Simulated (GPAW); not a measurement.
# 1T-PbSeTe monolayer in an electric field

Aim: the dipole that a field along the normal induces in 1T-PbSeTe monolayer.

Program: GPAW 26.7.0. Level of theory: GPAW, PAW setups; layer in a repeated cell with vacuum, relaxation of atoms and in-plane cell, in the first sound run; inputs show where later runs differ. Results are calculated unless marked as measured.

## 1. The starting structure

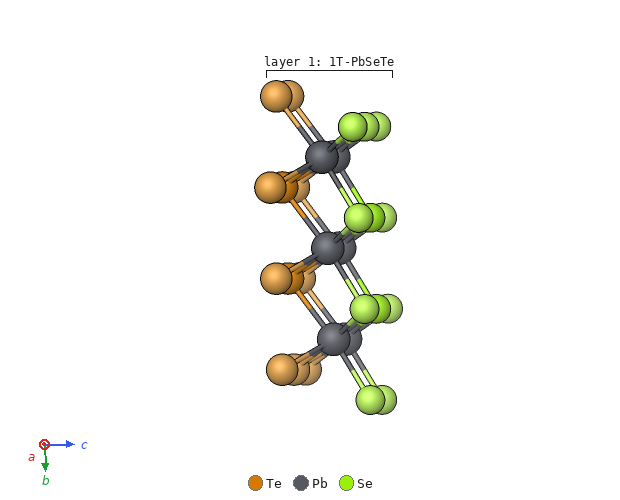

Start, viewed from the side, with the c axis across the page; tellurium orange, lead dark grey, selenium green. 1×2×1 cells are drawn. Some periodic images of atoms are drawn too.

The cell holds 3 atoms: 1 Te, 1 Pb and 1 Se. Its edges and angles: a = 3.750 Å, b = 3.750 Å, c = 20.953 Å, α = 90.0°, β = 90.0°, γ = 120.0°. Vacuum lies along c.

## 2. Relaxing the atoms

Forces are removed first; all later runs use this geometry.

Input file run.py:

```python
import json
import numpy as np
from ase import Atoms
from ase.filters import FrechetCellFilter
from ase.optimize import BFGS
from gpaw import GPAW, PW

slab = Atoms(
    ['Te', 'Pb', 'Se'],
    positions=[
        [1.87497, 1.08252, 9.00000],
        [0.00000, 0.00000, 10.63659],
        [-0.00000, 2.16503, 11.95333]],
    cell=[[3.74994, 0.0, 0.0], [-1.87497, 3.24755, 0.0], [0.0, 0.0, 20.9533]],
    pbc=[True, True, True])

slab.calc = GPAW(mode=PW(600), xc='PBE', kpts={'size': (9, 9, 1), 'gamma': True},
                 occupations={'name': 'fermi-dirac', 'width': 0.05}, nbands='200%',
                 convergence={'density': 1e-05}, maxiter=200,
                 symmetry={'tolerance': 1e-3}, txt='slab.txt')
result = {}
# The in-plane cell is free; stress needs a cell that repeats along all three vectors
path = []
opt = BFGS(FrechetCellFilter(slab, mask=[1, 1, 0, 0, 0, 1]), maxstep=0.2)
opt.attach(lambda: path.append((slab.get_potential_energy(), slab.positions.tolist(), slab.get_forces().tolist())))
result['relaxed'] = bool(opt.run(fmax=0.02, steps=45))
result['path'] = path
result['cell'] = slab.cell.tolist()
print('in-plane lattice', slab.cell.cellpar().round(4)[[0, 1, 5]])
energy = slab.get_potential_energy()
fermi = slab.calc.get_fermi_level()
v = slab.calc.get_electrostatic_potential().mean((0, 1)) - fermi
n = slab.calc.get_pseudo_density().mean((0, 1))
L = slab.cell[2, 2]
z = np.arange(len(v)) * L / len(v)
low, high = slab.positions[:, 2].min(), slab.positions[:, 2].max()
below, above = np.interp([low - 6.8, high + 6.8], z, v)
slopes = [np.interp(x, z, np.gradient(v, z)) for x in (low - 6.8, high + 6.8)]
eps = np.array([[slab.calc.get_eigenvalues(k, s) for k in range(len(slab.calc.get_ibz_k_points()))]
                for s in range(slab.calc.get_number_of_spins())]) - fermi
top, bottom = eps[eps < 0].max(), eps[eps > 0].min()
dipole = slab.get_dipole_moment()[2]
print(f'energy {energy:.4f} eV, Fermi level {fermi:.4f} eV, dipole {dipole:.5f} e A')
print(f'potential 6.8 A off the faces, from the Fermi level: lower {below:.4f} eV, upper {above:.4f} eV')
print(f'slope of the potential there: lower {slopes[0]:.5f}, upper {slopes[1]:.5f} eV/A')
print(f'nearest levels on the mesh: {top:.4f} and {bottom:.4f} eV')
print('magnetic moment', round(slab.get_magnetic_moment(), 3))
result.update(energy=energy, fermi=fermi, dipole=dipole, below=below, above=above, slopes=slopes, edges=[top, bottom],
              z=z.tolist(), v=v.tolist(), n=n.tolist(), positions=slab.positions.tolist(),
              forces=slab.get_forces(apply_constraint=False).tolist(), moments=slab.get_magnetic_moments().tolist())
json.dump(result, open('result.json', 'w'))
```

Started as:

```
$ OMP_NUM_THREADS=1 OPENBLAS_NUM_THREADS=1 python run.py
```

Output:

```text
Step          Energy          fmax
BFGS:    0       -7.980373        5.203027
BFGS:    1       -9.131651        3.398997
BFGS:    2      -10.175442        1.157712
BFGS:    3      -10.322389        0.532490
BFGS:    4      -10.345077        0.271768
BFGS:    5      -10.348150        0.193104
BFGS:    6      -10.351518        0.177633
BFGS:    7      -10.356217        0.186969
BFGS:    8      -10.359888        0.143543
BFGS:    9      -10.361701        0.153841
BFGS:   10      -10.363157        0.160046
BFGS:   11      -10.364895        0.126562
BFGS:   12      -10.365908        0.060997
BFGS:   13      -10.366222        0.014397
in-plane lattice [  4.0342   4.0342 120.    ]
energy -10.3532 eV, Fermi level -2.1162 eV, dipole -0.03772 e A
potential 6.8 A off the faces, from the Fermi level: lower 5.4013 eV, upper 5.4849 eV
slope of the potential there: lower -0.02292, upper -0.02300 eV/A
nearest levels on the mesh: -0.0280 and 0.0539 eV
magnetic moment 0.0
```

Run time: 14 min. Hardware: 1 thread of Arm Neoverse V1, shared host; peak memory 0.46 GiB.

Numbers from this step:

```
dipole along the normal                    : -0.03772 e·Å
levels nearest the Fermi level on the mesh : -0.02803, 0.05387 eV from the Fermi level
```

Table of electrostatic potential energy of an electron (without an applied field's), less the Fermi level, planar mean by z:

| z (Å) | electrostatic potential energy of an electron (without an applied field's), less the Fermi level, planar mean (eV) |
| --- | --- |
| 0 | 5.44 |
| 1 | 5.42 |
| 2 | 5.40 |
| 3 | 5.37 |
| 4 | 5.35 |
| 5 | 5.33 |
| 6 | 5.27 |
| 7 | 4.69 |
| 8 | -3.31 |
| 9 | -8.42 |
| 10 | -3.55 |
| 11 | -11.1 |
| 12 | -7.93 |
| 13 | 0.903 |
| 14 | 5.35 |
| 15 | 5.57 |
| 16 | 5.56 |
| 17 | 5.53 |
| 18 | 5.51 |
| 19 | 5.49 |
| 20 | 5.46 |

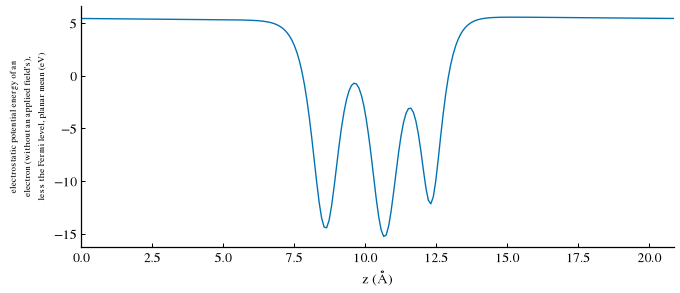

Electrostatic potential energy of an electron (without an applied field's), less the Fermi level, planar mean against z.

The pseudo valence density, planar mean oscillates, so the rows of the table below give means over windows of 1 Å about each position, cut where the curve ends. Its maxima inside the range that stand out by 2 % of the span (Å: e/Å³): 8.0: 0.229, 9.1: 0.255, 10.7: 0.912, 12.7: 0.261. Its minima: 8.6: 0.0806, 9.6: 0.215, 12.4: 0.162.

The pseudo valence density, planar mean by z; means over each step:

| z (Å) | pseudo valence density, planar mean (e/Å³) |
| --- | --- |
| 4 | 7.9e-6 |
| 5 | 1.3e-4 |
| 6 | 0.00220 |
| 7 | 0.0336 |
| 8 | 0.170 |
| 9 | 0.192 |
| 10 | 0.375 |
| 11 | 0.621 |
| 12 | 0.262 |
| 13 | 0.170 |
| 14 | 0.0180 |
| 15 | 9.1e-4 |
| 16 | 5.0e-5 |

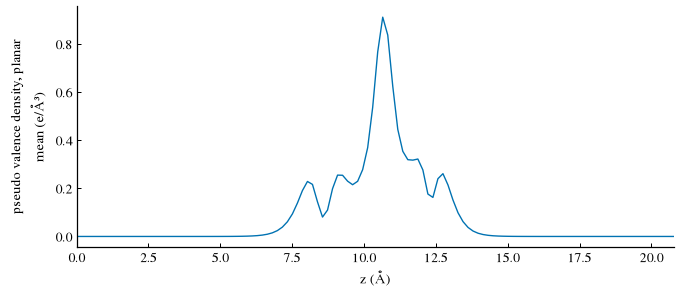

Pseudo valence density, planar mean against z.

The relaxation lowered the energy of the cell by 2.38 eV (energies extrapolated to zero smearing; the optimiser's log prints free energies). The largest force left on a free atom is 0.013 eV/Å.

## 3. Plane waves, PBE

With the geometry fixed, the planar mean of the potential gives the vacuum level on each side.

This step: GPAW, PAW setups; slab in vacuum (GPAW 26.7.0).

The cell differs from the one that the last finished run ended in (c 20.953 → 21.712 Å).

Changes to run.py since step 2:

```diff
@@ -3,4 +3,2 @@
 from ase import Atoms
-from ase.filters import FrechetCellFilter
-from ase.optimize import BFGS
 from gpaw import GPAW, PW
@@ -10,21 +8,14 @@
     positions=[
-        [1.87497, 1.08252, 9.00000],
-        [0.00000, 0.00000, 10.63659],
-        [-0.00000, 2.16503, 11.95333]],
-    cell=[[3.74994, 0.0, 0.0], [-1.87497, 3.24755, 0.0], [0.0, 0.0, 20.9533]],
-    pbc=[True, True, True])
+        [2.01710, 1.16458, 9.00000],
+        [-0.00000, 0.00000, 11.07705],
+        [0.00000, 2.32915, 12.71216]],
+    cell=[[4.0342, -0.0, 0.0], [-2.0171, 3.49373, 0.0], [0.0, 0.0, 21.7122]],
+    pbc=[True, True, False])
 
-slab.calc = GPAW(mode=PW(600), xc='PBE', kpts={'size': (9, 9, 1), 'gamma': True},
+slab.calc = GPAW(mode=PW(400), xc='PBE', kpts={'size': (9, 9, 1), 'gamma': True},
                  occupations={'name': 'fermi-dirac', 'width': 0.05}, nbands='200%',
                  convergence={'density': 1e-05}, maxiter=200,
+                 poissonsolver={'dipolelayer': 'xy'},
                  symmetry={'tolerance': 1e-3}, txt='slab.txt')
 result = {}
-# The in-plane cell is free; stress needs a cell that repeats along all three vectors
-path = []
-opt = BFGS(FrechetCellFilter(slab, mask=[1, 1, 0, 0, 0, 1]), maxstep=0.2)
-opt.attach(lambda: path.append((slab.get_potential_energy(), slab.positions.tolist(), slab.get_forces().tolist())))
-result['relaxed'] = bool(opt.run(fmax=0.02, steps=45))
-result['path'] = path
-result['cell'] = slab.cell.tolist()
-print('in-plane lattice', slab.cell.cellpar().round(4)[[0, 1, 5]])
 energy = slab.get_potential_energy()
```

Output:

```text
energy -10.2500 eV, Fermi level -2.2356 eV, dipole -0.02704 e A
potential 6.8 A off the faces, from the Fermi level: lower 5.2759 eV, upper 5.6196 eV
slope of the potential there: lower -0.00001, upper -0.00004 eV/A
nearest levels on the mesh: -0.0279 and 0.0532 eV
magnetic moment 0.0
```

Elapsed: 31 s, on 1 thread; peak memory 0.23 GiB.

This step gave:

* dipole along the normal: -0.02704 e·Å
* levels nearest the Fermi level on the mesh: -0.02793, 0.05323 eV from the Fermi level
* upper work function: 5.620 eV
* lower work function: 5.276 eV

Electrostatic potential energy of an electron (without an applied field's), less the Fermi level, planar mean against z:

| z (Å) | electrostatic potential energy of an electron (without an applied field's), less the Fermi level, planar mean (eV) |
| --- | --- |
| 0 | 5.45 |
| 2 | 5.28 |
| 4 | 5.28 |
| 6 | 5.26 |
| 8 | 2.16 |
| 10 | -0.748 |
| 12 | -3.08 |
| 14 | 4.79 |
| 16 | 5.62 |
| 18 | 5.62 |
| 20 | 5.62 |

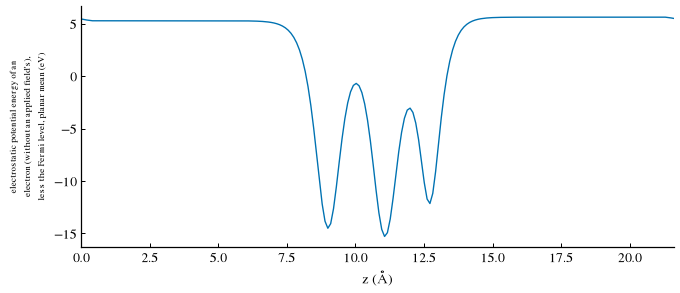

Electrostatic potential energy of an electron (without an applied field's), less the Fermi level, planar mean, plotted against z.

The pseudo valence density, planar mean oscillates, so the rows of the table below give means over windows of 2 Å about each position, cut where the curve ends. Its maxima inside the range that stand out by 2 % of the span (Å: e/Å³): 8.5: 0.232, 9.5: 0.259, 11.2: 0.887, 13.0: 0.257. Its minima: 8.9: 0.0958, 9.9: 0.219, 12.8: 0.171.

Pseudo valence density, planar mean against z; means over each step:

| z (Å) | pseudo valence density, planar mean (e/Å³) |
| --- | --- |
| 4 | 5.9e-6 |
| 6 | 0.00157 |
| 8 | 0.107 |
| 10 | 0.320 |
| 12 | 0.411 |
| 14 | 0.0830 |
| 16 | 3.7e-4 |
| 18 | 1.1e-6 |

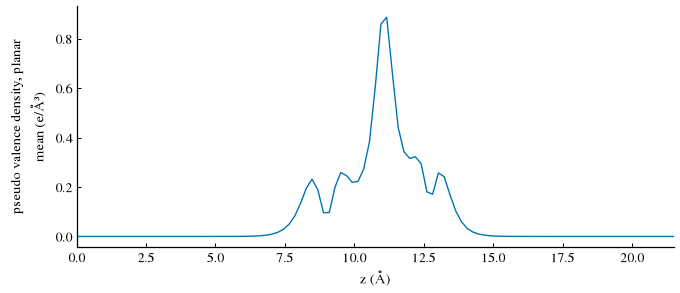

Pseudo valence density, planar mean, plotted against z.

The potential is flat to 3.9e-5 eV/Å where it is read, so the vacuum is wide enough.

## 4. Field on

A uniform field along the normal polarises the slab; the atoms stay fixed, so this is the electronic response alone.

Changes to run.py since step 3:

```diff
@@ -4,2 +4,3 @@
 from gpaw import GPAW, PW
+from gpaw.external import ConstantElectricField
 
@@ -18,2 +19,3 @@
                  poissonsolver={'dipolelayer': 'xy'},
+                 external=ConstantElectricField(-0.2, [0, 0, 1]),
                  symmetry={'tolerance': 1e-3}, txt='slab.txt')
```

Output:

```text
energy -10.2648 eV, Fermi level -2.2188 eV, dipole -0.12164 e A
potential 6.8 A off the faces, from the Fermi level: lower 4.6439 eV, upper 6.2061 eV
slope of the potential there: lower -0.00011, upper -0.00012 eV/A
nearest levels on the mesh: -0.0299 and 0.0528 eV
magnetic moment 0.0
```

Wall time 99 s (1 thread); peak memory 0.35 GiB.

This step gave:

```
dipole along the normal                                         : -0.1216 e·Å
levels nearest the Fermi level on the mesh                      : -0.02991, 0.05275 eV from the Fermi level
potential below the slab, the applied field's own ramp left out : 4.644 eV from the Fermi level
potential above the slab, the applied field's own ramp left out : 6.206 eV from the Fermi level
```

Table of electrostatic potential energy of an electron (without an applied field's), less the Fermi level, planar mean by z:

| z (Å) | electrostatic potential energy of an electron (without an applied field's), less the Fermi level, planar mean (eV) |
| --- | --- |
| 0 | 5.42 |
| 2 | 4.64 |
| 4 | 4.64 |
| 6 | 4.63 |
| 8 | 1.62 |
| 10 | -0.918 |
| 12 | -2.85 |
| 14 | 5.34 |
| 16 | 6.20 |
| 18 | 6.21 |
| 20 | 6.21 |

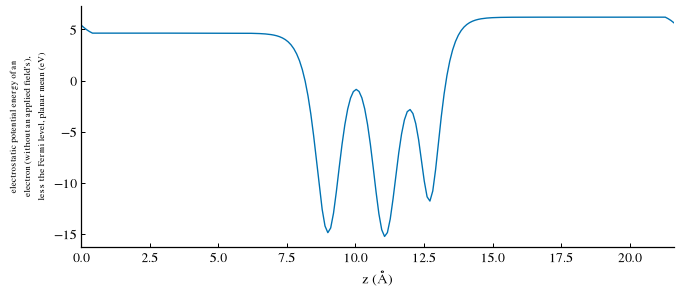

Electrostatic potential energy of an electron (without an applied field's), less the Fermi level, planar mean, plotted against z.

The dipole is now -0.122 e Å, against -0.027 in the run without a field.

## 5. In a field

Changes to run.py since step 4:

```diff
@@ -19,3 +19,3 @@
                  poissonsolver={'dipolelayer': 'xy'},
-                 external=ConstantElectricField(-0.2, [0, 0, 1]),
+                 external=ConstantElectricField(-0.1, [0, 0, 1]),
                  symmetry={'tolerance': 1e-3}, txt='slab.txt')
```

Output:

```text
energy -10.2550 eV, Fermi level -2.2267 eV, dipole -0.07420 e A
potential 6.8 A off the faces, from the Fermi level: lower 4.9592 eV, upper 5.9121 eV
slope of the potential there: lower -0.00006, upper -0.00008 eV/A
nearest levels on the mesh: -0.0289 and 0.0530 eV
magnetic moment 0.0
```

Wall time 99 s (1 thread); peak memory 0.35 GiB.

This step gave:

```yaml
dipole_along_the_normal: -0.07420 e·Å
levels_nearest_the_fermi_level_on_the_mesh: -0.02892, 0.05300 eV from the Fermi level
potential_below_the_slab_the_applied_field_s_own_ramp_left_out: 4.959 eV from the Fermi level
potential_above_the_slab_the_applied_field_s_own_ramp_left_out: 5.912 eV from the Fermi level
```

Table of electrostatic potential energy of an electron (without an applied field's), less the Fermi level, planar mean by z:

| z (Å) | electrostatic potential energy of an electron (without an applied field's), less the Fermi level, planar mean (eV) |
| --- | --- |
| 0 | 5.44 |
| 2 | 4.96 |
| 4 | 4.96 |
| 6 | 4.95 |
| 8 | 1.89 |
| 10 | -0.833 |
| 12 | -2.97 |
| 14 | 5.06 |
| 16 | 5.91 |
| 18 | 5.91 |
| 20 | 5.91 |

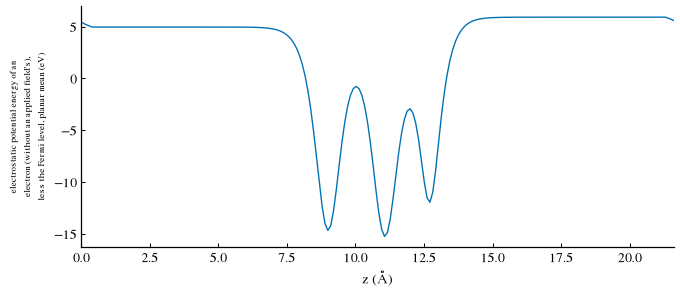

Electrostatic potential energy of an electron (without an applied field's), less the Fermi level, planar mean against z.

The dipole is now -0.0742 e Å, against -0.027 in the run without a field.

## 6. Field on

Changes to run.py since step 5:

```diff
@@ -19,3 +19,3 @@
                  poissonsolver={'dipolelayer': 'xy'},
-                 external=ConstantElectricField(-0.1, [0, 0, 1]),
+                 external=ConstantElectricField(-0.05, [0, 0, 1]),
                  symmetry={'tolerance': 1e-3}, txt='slab.txt')
```

Output:

```text
energy -10.2519 eV, Fermi level -2.2311 eV, dipole -0.05048 e A
potential 6.8 A off the faces, from the Fermi level: lower 5.1174 eV, upper 5.7657 eV
slope of the potential there: lower -0.00004, upper -0.00005 eV/A
nearest levels on the mesh: -0.0284 and 0.0531 eV
magnetic moment 0.0
```

Elapsed: 98 s, on 1 thread; peak memory 0.35 GiB.

## 7. In a field

Changes to run.py since step 6:

```diff
@@ -19,3 +19,3 @@
                  poissonsolver={'dipolelayer': 'xy'},
-                 external=ConstantElectricField(-0.05, [0, 0, 1]),
+                 external=ConstantElectricField(0.05, [0, 0, 1]),
                  symmetry={'tolerance': 1e-3}, txt='slab.txt')
```

Output:

```text
energy -10.2493 eV, Fermi level -2.2405 eV, dipole -0.00303 e A
potential 6.8 A off the faces, from the Fermi level: lower 5.4351 eV, upper 5.4739 eV
slope of the potential there: lower 0.00001, upper -0.00000 eV/A
nearest levels on the mesh: -0.0274 and 0.0533 eV
magnetic moment 0.0
```

Wall time 99 s (1 thread); peak memory 0.35 GiB.

Table of electrostatic potential energy of an electron (without an applied field's), less the Fermi level, planar mean by z:

| z (Å) | electrostatic potential energy of an electron (without an applied field's), less the Fermi level, planar mean (eV) |
| --- | --- |
| 0 | 5.45 |
| 1 | 5.44 |
| 2 | 5.44 |
| 3 | 5.44 |
| 4 | 5.44 |
| 5 | 5.43 |
| 6 | 5.42 |
| 7 | 5.24 |
| 8 | 2.29 |
| 9 | -14.4 |
| 10 | -0.706 |
| 11 | -14.9 |
| 12 | -3.13 |
| 13 | -7.30 |
| 14 | 4.66 |
| 15 | 5.43 |
| 16 | 5.47 |
| 17 | 5.47 |
| 18 | 5.47 |
| 19 | 5.47 |
| 20 | 5.47 |
| 21 | 5.47 |

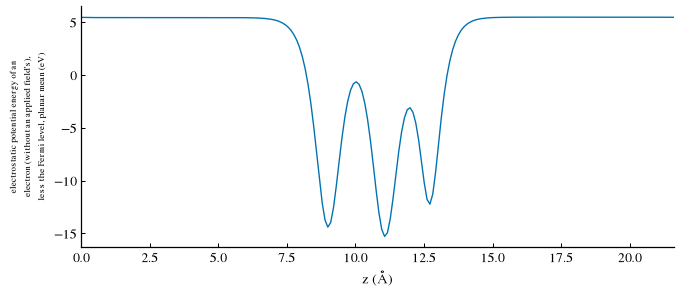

Electrostatic potential energy of an electron (without an applied field's), less the Fermi level, planar mean, plotted against z.

## 8. Field on

Changes to run.py since step 7:

```diff
@@ -19,3 +19,3 @@
                  poissonsolver={'dipolelayer': 'xy'},
-                 external=ConstantElectricField(0.05, [0, 0, 1]),
+                 external=ConstantElectricField(0.1, [0, 0, 1]),
                  symmetry={'tolerance': 1e-3}, txt='slab.txt')
```

Output:

```text
energy -10.2497 eV, Fermi level -2.2457 eV, dipole 0.02071 e A
potential 6.8 A off the faces, from the Fermi level: lower 5.5945 eV, upper 5.3285 eV
slope of the potential there: lower 0.00003, upper 0.00002 eV/A
nearest levels on the mesh: -0.0269 and 0.0535 eV
magnetic moment 0.0
```

Wall time 1.7 min (1 thread); peak memory 0.35 GiB.

The dipole is now 0.0207 e Å, against -0.027 in the run without a field.

## 9. Field on

Changes to run.py since step 8:

```diff
@@ -19,3 +19,3 @@
                  poissonsolver={'dipolelayer': 'xy'},
-                 external=ConstantElectricField(0.1, [0, 0, 1]),
+                 external=ConstantElectricField(0.2, [0, 0, 1]),
                  symmetry={'tolerance': 1e-3}, txt='slab.txt')
```

Output:

```text
energy -10.2542 eV, Fermi level -2.2567 eV, dipole 0.06821 e A
potential 6.8 A off the faces, from the Fermi level: lower 5.9148 eV, upper 5.0387 eV
slope of the potential there: lower 0.00008, upper 0.00007 eV/A
nearest levels on the mesh: -0.0259 and 0.0537 eV
magnetic moment 0.0
```

The job ended after 100 s (1 thread; peak memory 0.35 GiB).

The dipole is now 0.0682 e Å, against -0.027 in the run without a field.

(Continued in part 2 of 2.)

[Logs are printed without paths, hosts, clocks, repeated set-up lines and the standing remarks that a program may print on its own settings, such as how far it seeks lower states.]

[Hosts, paths, dates, database ids (printed as entryN), source tags and the programs' standing remarks are cut or masked in the printed files.]
